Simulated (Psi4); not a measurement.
# C3H5F (allyl fluoride): TPSSh/def2-SVP

What is the vertical singlet–triplet gap of C3H5F (allyl fluoride) at TPSSh/def2-SVP? The job is set up through a Python script.

The calculation is run with Psi4 1.11.

2 further runs of the same task are left out: 2 set aside as unsound or not needed.

## 1. Starting point

The species is C3H5F (9 atoms), meant as a singlet with charge 0. As SMILES, `C=CCF`. The coordinates come from a PBE0-D4/def2-TZVP relaxation. This is one conformer, not always the lowest.

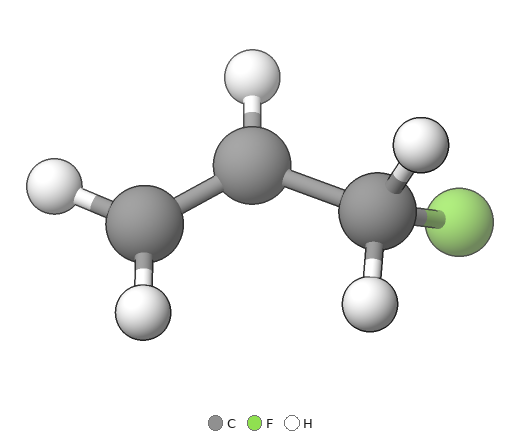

The structure, seen from a chosen angle (carbon grey, fluorine green, hydrogen white).

## 2. Energy and forces at TPSSh/def2-SVP

c3h5f.xyz

```xyz
9
C3H5F
C     -0.578000     1.122500    -0.608000
C      0.352500     0.215400    -0.353400
C      0.200500    -0.852800     0.668500
F      0.430500    -2.098200     0.102300
H     -0.422500     1.909200    -1.336700
H     -1.531700     1.114000    -0.089100
H      1.299800     0.230700    -0.886500
H      0.929800    -0.730800     1.477200
H     -0.806800    -0.852300     1.094700
```

c3h5f.py

```python
import psi4

psi4.set_memory(1600000000)
psi4.set_num_threads(1)
psi4.set_output_file('output.dat', False)

with open('c3h5f.xyz') as f:
    atoms = ''.join(f.readlines()[2:])
molecule = psi4.geometry('0 1\n' + atoms + 'symmetry c1\nno_reorient\nno_com')

psi4.set_options({
    'basis': 'def2-SVP',
    'puream': True,
    'e_convergence': 1e-09,
    'd_convergence': 1e-08,
    'scf_type': 'pk',
    'dft_radial_points': 99,
    'dft_spherical_points': 590,
})

result, w = psi4.gradient('tpssh', molecule=molecule, return_wfn=True)
psi4.oeprop(w, 'DIPOLE', 'WIBERG_LOWDIN_INDICES', 'MULLIKEN_CHARGES', title='TPSSH')
print('gradient / Eh bohr^-1')
print(result.np.round(6))
print(f'energy = {w.energy():.10f} Eh')
```

Launch:

```console
$ python c3h5f.py
```

output.dat:

```text
[...]
  Running in c1 symmetry.
[...]
  Nuclear repulsion =  114.580608246719862
[...]
  Multiplicity = 1
[...]
  Nalpha       = 16
  Nbeta        = 16
[...]
    Number of basis functions: 81
[...]
   @RKS iter   1:  -216.74621876785005   -2.93341e-01   7.85193e-03 DIIS/ADIIS
[...]
   @RKS iter  11:  -216.97915186954839   -2.67164e-12   4.37434e-09 DIIS
[...]
    Orbital Energies [Eh]
    ---------------------
    Doubly Occupied:
       1A    -24.573172     2A    -10.198417     3A    -10.134572
       4A    -10.133721     5A     -1.131859     6A     -0.770898
       7A     -0.660306     8A     -0.553400     9A     -0.482324
      10A     -0.463191    11A     -0.449265    12A     -0.410869
      13A     -0.368617    14A     -0.316913    15A     -0.310354
      16A     -0.266998
[...]
  @RKS Final Energy:  -216.97915186954839
   => Energetics <=
    Nuclear Repulsion Energy =            114.5806082467198621
    One-Electron Energy =                -522.9417733663980243
    Two-Electron Energy =                 217.2456373094453568
    DFT Exchange-Correlation Energy =     -25.8636240593155797
    Empirical Dispersion Energy =           0.0000000000000000
    VV10 Nonlocal Energy =                  0.0000000000000000
    Total Energy =                       -216.9791518695483887
[...]
  -Total Gradient:
     Atom            X                  Y                   Z
    ------   -----------------  -----------------  -----------------
       1        0.005513489752    -0.006213538964     0.002160274765
       2       -0.005077609291     0.005523502077    -0.002531202110
       3       -0.000810559329     0.004679111900     0.001858574595
       4       -0.001032611518     0.003800817247     0.001934661300
       5       -0.000496851007    -0.005068333728     0.004626332872
       6        0.005910037926    -0.000491213218    -0.002936270067
       7       -0.005668298021     0.000163403517     0.002980561670
       8       -0.003778922991    -0.001581340333    -0.004989998062
       9        0.005441409195    -0.000814623878    -0.003092046307
[...]
 Multipole Moments:
 ------------------------------------------------------------------------------------
     Multipole            Electronic (a.u.)      Nuclear  (a.u.)        Total (a.u.)
 ------------------------------------------------------------------------------------
 L = 1.  Multiply by 2.5417464519 to convert [e a0] to [Debye]
 Dipole X            :         -6.1304276            6.0340845           -0.0963431
 Dipole Y            :         27.6730316          -27.0276189            0.6454127
 Dipole Z            :          1.3286037           -1.0905609            0.2380427
 Magnitude           :                                                    0.6946250
[...]
  Mulliken Charges: (a.u.)
   Center  Symbol    Alpha    Beta     Spin     Total
       1     C     3.02275  3.02275  0.00000 -0.04549
       2     C     3.07778  3.07778  0.00000 -0.15555
       3     C     2.83172  2.83172  0.00000  0.33655
       4     F     4.64651  4.64651  0.00000 -0.29302
       5     H     0.47673  0.47673  0.00000  0.04654
       6     H     0.48099  0.48099  0.00000  0.03803
       7     H     0.48241  0.48241  0.00000  0.03519
       8     H     0.48731  0.48731  0.00000  0.02538
       9     H     0.49381  0.49381  0.00000  0.01237
   Total alpha = 16.00000, Total beta = 16.00000, Total charge = -0.00000
[...]
```

The script printed:

```text
gradient / Eh bohr^-1
[[ 0.005513 -0.006214  0.00216 ]
 [-0.005078  0.005524 -0.002531]
 [-0.000811  0.004679  0.001859]
 [-0.001033  0.003801  0.001935]
 [-0.000497 -0.005068  0.004626]
 [ 0.00591  -0.000491 -0.002936]
 [-0.005668  0.000163  0.002981]
 [-0.003779 -0.001581 -0.00499 ]
 [ 0.005441 -0.000815 -0.003092]]
energy = -216.9791518695 Eh
```

Wall time 32 s (1 thread of Intel Xeon Platinum 8488C (Sapphire Rapids), shared host); peak memory 0.95 GiB.

## 3. The triplet: the energy at UTPSSh/def2-SVP

c3h5f.py

```python
import psi4

psi4.set_memory(1600000000)
psi4.set_num_threads(1)
psi4.set_output_file('output.dat', False)

m = psi4.geometry("""
0 3
C     -0.578000     1.122500    -0.608000
C      0.352500     0.215400    -0.353400
C      0.200500    -0.852800     0.668500
F      0.430500    -2.098200     0.102300
H     -0.422500     1.909200    -1.336700
H     -1.531700     1.114000    -0.089100
H      1.299800     0.230700    -0.886500
H      0.929800    -0.730800     1.477200
H     -0.806800    -0.852300     1.094700
symmetry c1
no_reorient
no_com
""")

options = {'basis': 'def2-SVP', 'reference': 'uks', 'puream': True, 'e_convergence': 1e-09, 'd_convergence': 1e-08, 'scf_type': 'pk', 'dft_radial_points': 99, 'dft_spherical_points': 590, 'maxiter': 200}
psi4.set_options(options)

E, wfn = psi4.energy("TPSSH", return_wfn=True)
print(f'total energy {E:.8f} hartree = {E * 27.211386:.5f} eV')
```

Launch:

```console
$ python c3h5f.py
```

output.dat:

```text
[...]
  Running in c1 symmetry.
[...]
  Nuclear repulsion =  114.580608246719862
[...]
  Multiplicity = 3
[...]
  Nalpha       = 17
  Nbeta        = 15
[...]
    Number of basis functions: 81
[...]
   @UKS iter   1:  -216.20260148566294    2.50276e-01   1.15615e-02 DIIS/ADIIS
[...]
   @UKS iter  14:  -216.81845339216795   -1.17950e-11   9.27487e-09 DIIS
[...]
   @S^2 Observed:                2.008813784E+00
[...]
    Orbital Energies [Eh]
    ---------------------
    Alpha Occupied:
       1A    -24.570356     2A    -10.196592     3A    -10.135558
       4A    -10.133868     5A     -1.130496     6A     -0.799397
       7A     -0.669807     8A     -0.562084     9A     -0.487998
      10A     -0.467265    11A     -0.453718    12A     -0.418037
      13A     -0.370344    14A     -0.341462    15A     -0.311195
      16A     -0.307723    17A     -0.107288
    Alpha Virtual:
      18A      0.074205    19A      0.080298    20A      0.098266
      21A      0.132246    22A      0.142963    23A      0.155441
      24A      0.248962    25A      0.332036    26A      0.383969
[...]
  @UKS Final Energy:  -216.81845339216795
   => Energetics <=
    Nuclear Repulsion Energy =            114.5806082467198621
    One-Electron Energy =                -522.7195745494099128
    Two-Electron Energy =                 217.2461049008737746
    DFT Exchange-Correlation Energy =     -25.9255919903516840
    Empirical Dispersion Energy =           0.0000000000000000
    VV10 Nonlocal Energy =                  0.0000000000000000
    Total Energy =                       -216.8184533921679531
[...]
 Multipole Moments:
 ------------------------------------------------------------------------------------
     Multipole            Electronic (a.u.)      Nuclear  (a.u.)        Total (a.u.)
 ------------------------------------------------------------------------------------
 L = 1.  Multiply by 2.5417464519 to convert [e a0] to [Debye]
 Dipole X            :         -6.1147971            6.0340845           -0.0807126
 Dipole Y            :         27.6847057          -27.0276189            0.6570867
 Dipole Z            :          1.3165372           -1.0905609            0.2259763
 Magnitude           :                                                    0.6995304
[...]
```

The script printed:

```text
total energy -216.81845339 hartree = -5899.93063 eV
```

Run time: 62 s. Hardware: 1 thread of Intel Xeon Platinum 8488C (Sapphire Rapids), shared host; peak memory 0.95 GiB.

## 4. Results

Level: TPSSh/def2-SVP.

| quantity | value |
| --- | --- |
| singlet: total energy | -216.97915 Eh |
| singlet: dipole moment | 1.77 D |
| singlet: HOMO energy | -7.27 eV |
| singlet: LUMO energy | -0.46 eV |
| singlet: HOMO–LUMO gap | 6.81 eV |
| singlet: largest force on an atom | 0.441 eV/Å |
| triplet: total energy | -216.81845 Eh |
| triplet: dipole moment | 1.78 D |
| triplet: HOMO energy (highest over α and β) | -2.92 eV |
| triplet: ⟨S²⟩ | 2.009 |
| vertical energy of the triplet above the singlet | 4.373 eV |

In words: At this shape the triplet lies 4.37 eV (422 kJ/mol) above the singlet. The largest force (singlet) is 0.44 eV/Å: the shape isn't a stationary point for this species at this level.
